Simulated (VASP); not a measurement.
Band structure of Hf3ScN4 (ordered alloy cell). Computed with PBEsol GGA, VASP's PBE PAW potentials (set 64) (plane waves; VASP).

Unless said otherwise, spin-orbit coupling is left out, though it shifts the bands of the heavy elements here.

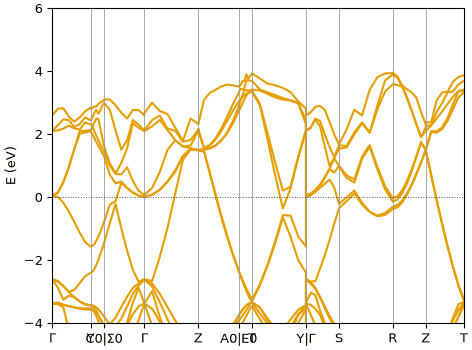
Fig. 1. Bands along high-symmetry lines, zero at the valence-band maximum or, without a gap, the Fermi level

Read the plot: is there a gap, and where are the band edges?

It has no gap at this level: it comes out as a metal or semimetal. (Edges off the drawn lines would not show.)

The structure was generated: Hf3ScN4 was put into an ordered model structure (Cmmm), which need not be its known phase. It was relaxed first. The electron count is odd and the run is not spin-polarised, which forces a metal.
